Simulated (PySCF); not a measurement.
```xyz
5

Ge   -1.1873   -0.0886    1.0692
O    -1.9586   -0.1924   -0.5453
S     0.7693    0.9134    0.4184
H     1.2737    0.9507    1.6737
H    -1.4647    0.1513   -1.3042
```

Geometry: B3LYP-D3(BJ)/def2-SVP.

These are results of Gaussian-basis quantum chemistry of an isolated molecule with PySCF, energy and nuclear gradient, functional PBE0 in PySCF, not measurements.

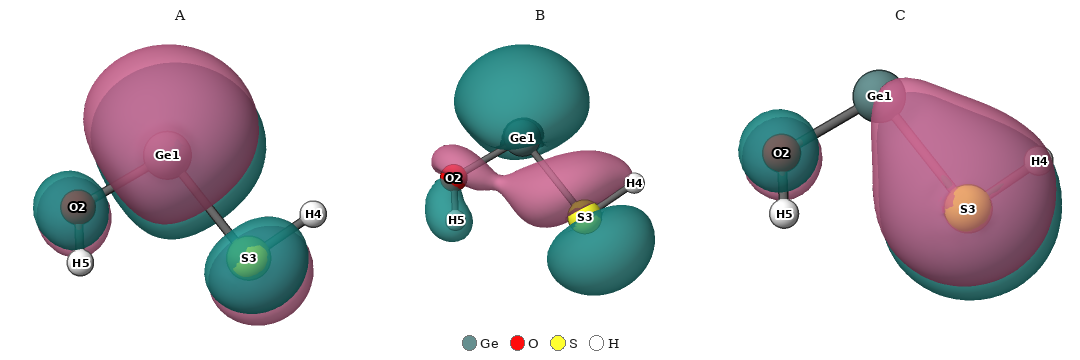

GeH$_{2}$OS. Three frontier orbitals at ±0.08 Å⁻³ᐟ² (teal and pink are the two phases), in no order.

**Order the three orbitals by energy and name them.**

C is the HOMO−1 (−7.77 eV). By Hirshfeld shares it lies mainly on S3 (about 80 %) and Ge1 (about 10 %); it changes sign across the molecular plane (π type). B is the HOMO (−7.44 eV). It lies mainly on Ge1 (about 55 %) and S3 (about 40 %); it is symmetric in the molecular plane (an in-plane orbital: σ, lone-pair or in-plane π type). A is the LUMO (−2.14 eV). Its weight (Hirshfeld) is mainly on Ge1 (about 80 %), S3 (about 15 %) and O2 (about 10 %); it changes sign across the molecular plane (π type).

**What is the HOMO–LUMO gap?**

5.30 eV between the orbital energies.
